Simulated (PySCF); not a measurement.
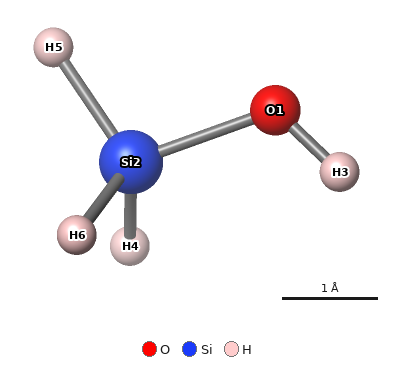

*The input geometry (ball-and-stick view, seen at a tilt; atoms are numbered from 1 in the order of the input).*

# Single-point calculation of SiH4O

SiH4O, SMILES O[SiH3], computed with wB97X/cc-pVTZ, RKS (PySCF 2.14.0).

The geometry comes from this level: PBE0-D4/def2-TZVP.

Log
```
PySCF version 2.14.0

[INPUT] num. atoms = 6
[INPUT] num. electrons = 26
[INPUT] charge = 0
[INPUT] spin (= nelec alpha-beta = 2S) = 0
[INPUT] symmetry False subgroup None
[INPUT] Mole.unit = angstrom
[INPUT] Symbol           X                Y                Z      unit          X                Y                Z       unit  Magmom
[INPUT]  1 O      0.636700000000  -1.030300000000   0.419000000000 AA    1.203188623511  -1.946984826139   0.791795246193 Bohr   0.0
[INPUT]  2 Si    -0.035700000000   0.346500000000  -0.187000000000 AA   -0.067463222647   0.654790102162  -0.353378785294 Bohr   0.0
[INPUT]  3 H      0.069100000000  -1.629200000000   0.904700000000 AA    0.130580075207  -3.078741802141   1.709635224894 Bohr   0.0
[INPUT]  4 H     -1.128300000000   0.045700000000  -1.152800000000 AA   -2.132177986347   0.086360483893  -2.178476276399 Bohr   0.0
[INPUT]  5 H      1.060500000000   1.064900000000  -0.875600000000 AA    2.004054555101   2.012369350049  -1.654644194669 Bohr   0.0
[INPUT]  6 H     -0.602300000000   1.202400000000   0.891700000000 AA   -1.138182044826   2.272206692177   1.685068785275 Bohr   0.0

nuclear repulsion = 64.7548918080957
number of shells = 42
number of NR pGTOs = 165
number of NR cGTOs = 120
basis = cc-pvtz
ecp = {}

******** <class 'pyscf.dft.rks.RKS'> ********
method = RKS
initial guess = minao
damping factor = 0
level_shift factor = 0
DIIS = <class 'pyscf.scf.diis.CDIIS'>
diis_start_cycle = 1
diis_space = 8
diis_damp = 0
SCF conv_tol = 1e-10
SCF conv_tol_grad = None
SCF max_cycles = 50
direct_scf = True
direct_scf_tol = 1e-13
XC library pyscf.dft.libxc version 7.0.0
    S. Lehtola, C. Steigemann, M. J.T. Oliveira, and M. A.L. Marques.,  SoftwareX 7, 1–5 (2018)
XC functionals = wb97x
radial grids:
    Treutler-Ahlrichs [JCP 102, 346 (1995); DOI:10.1063/1.469408] (M4) radial grids

becke partition: Becke, JCP 88, 2547 (1988); DOI:10.1063/1.454033
pruning grids: <function nwchem_prune>
grids dens level: 5
symmetrized grids: False
atomic radii adjust function: <function treutler_atomic_radii_adjust>
small_rho_cutoff = 0
Set gradient conv threshold to 1e-05
Initial guess from minao.
tot grids = 180696
init E= -367.009318602979
  HOMO = -0.375001265066135  LUMO = 0.00227399091212632  gap/eV = 10.26618
cycle= 1 E= -367.085695130213  delta_E= -0.0764  |g|= 0.676  |ddm|= 1.45
  HOMO = -0.295174357713295  LUMO = 0.0878026025786358  gap/eV = 10.42133
cycle= 2 E= -367.073604284513  delta_E= 0.0121  |g|= 0.762  |ddm|= 0.644
  HOMO = -0.414285301314717  LUMO = 0.0802496089575619  gap/eV = 13.45698
cycle= 3 E= -367.168162976891  delta_E= -0.0946  |g|= 0.0342  |ddm|= 0.342
  HOMO = -0.408902616366316  LUMO = 0.0865983646926711  gap/eV = 13.48327
cycle= 4 E= -367.168470649166  delta_E= -0.000308  |g|= 0.0092  |ddm|= 0.0287
  HOMO = -0.410054801131695  LUMO = 0.0861613158599308  gap/eV = 13.50273
cycle= 5 E= -367.168494920944  delta_E= -2.43e-05  |g|= 0.00131  |ddm|= 0.0106
  HOMO = -0.409993250158424  LUMO = 0.086155836722261  gap/eV = 13.50090
cycle= 6 E= -367.168495754654  delta_E= -8.34e-07  |g|= 0.000363  |ddm|= 0.00257
  HOMO = -0.4099985483226  LUMO = 0.0861431124214267  gap/eV = 13.50070
cycle= 7 E= -367.168495813707  delta_E= -5.91e-08  |g|= 8.36e-05  |ddm|= 0.000748
  HOMO = -0.409992305078186  LUMO = 0.086146759767713  gap/eV = 13.50063
cycle= 8 E= -367.168495818699  delta_E= -4.99e-09  |g|= 1.79e-05  |ddm|= 0.000262
  HOMO = -0.409994834250934  LUMO = 0.0861448976817325  gap/eV = 13.50065
cycle= 9 E= -367.16849581888  delta_E= -1.82e-10  |g|= 3.08e-06  |ddm|= 4.26e-05
  HOMO = -0.409994669642446  LUMO = 0.0861450419348166  gap/eV = 13.50065
cycle= 10 E= -367.168495818887  delta_E= -6.71e-12  |g|= 6.34e-07  |ddm|= 6.76e-06
  HOMO = -0.409994627100978  LUMO = 0.0861450122137928  gap/eV = 13.50065
```

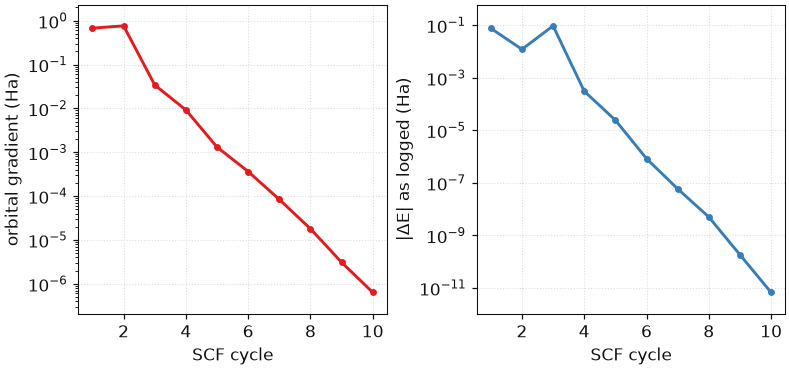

*Convergence of the self-consistent field: orbital gradient and size of the energy change against the SCF cycle.*

The residual falls almost steadily, with no more than small rises.

```
Extra cycle  E= -367.168495818885  delta_E= 2.05e-12  |g|= 3.64e-07  |ddm|= 9.87e-07
converged SCF energy = -367.168495818885
Final energy -367.16849581888505
```

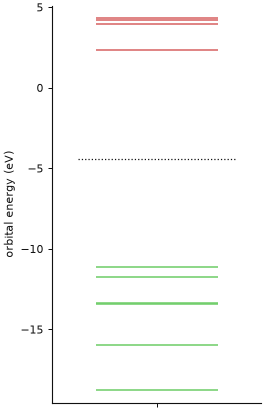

*Orbital energies near the frontier; the dotted line parts filled from empty levels, and levels within 0.02 eV of each other stand side by side.*

Highest filled −11.16 eV, lowest empty 2.34 eV, 13.50 eV apart.

This output came from the following input.

Input (job.py)
```python
from pyscf import gto, dft

molecule = gto.M(
    atom='''
O    0.636700  -1.030300   0.419000
Si  -0.035700   0.346500  -0.187000
H    0.069100  -1.629200   0.904700
H   -1.128300   0.045700  -1.152800
H    1.060500   1.064900  -0.875600
H   -0.602300   1.202400   0.891700
''',
    verbose=4,
    charge=0,
    basis='cc-pvtz',
    max_memory=1860,
)

mf = dft.RKS(molecule, xc='wb97x')
mf.conv_tol = 1e-10
mf.grids.level = 5
mf.kernel()
if not mf.converged:
    mf = mf.newton().run(mf.mo_coeff, mf.mo_occ)

etot = mf.e_tot
print('Final energy', etot)
```

Launched with:
```bash
OMP_NUM_THREADS=1 python job.py
```

Summary

| quantity | value |
| --- | --- |
| outcome | converged |
| total energy | −367.168496 hartree |
| basis functions | 120 |
| HOMO | −11.16 eV |
| LUMO | 2.34 eV |
| dipole moment | 1.31 D |
| hardware | 1 thread of Arm Neoverse V2, 112 GiB of memory available, shared host |
| wall time | 26 s |
| peak memory | 0.64 GiB |
